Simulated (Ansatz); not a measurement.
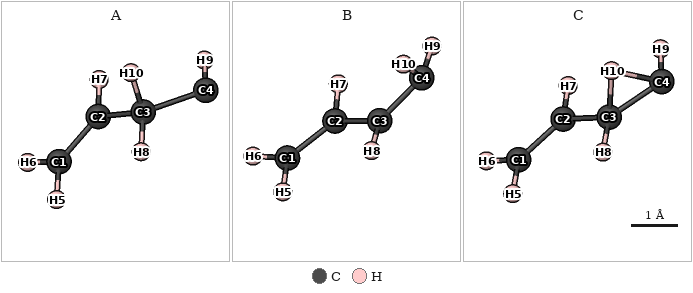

3 geometries from a converged minimum-energy path of C4H6, shuffled. A ball-and-stick model, seen from a free direction.

Method: Ansatz, RHF/def2-SVP. Set-up: 9 movable images; climbing image; force threshold 0.05 eV/Å; iteration limit 60; starting path through a guess of the saddle point.

### One of them is the converged climbing image. Which?

C. In order along the path, whose images run from 0 to 10: B (image 4, +1.87 eV), C (image 6, +3.47 eV), A (image 9, +3.27 eV). A hydrogen atom shifts from one atom to another. Breaking: C4–H10 (1.08 → 1.33 at the top → 1.92 Å). Forming: C3–H10 (2.10 → 1.28 at the top → 1.11 Å).
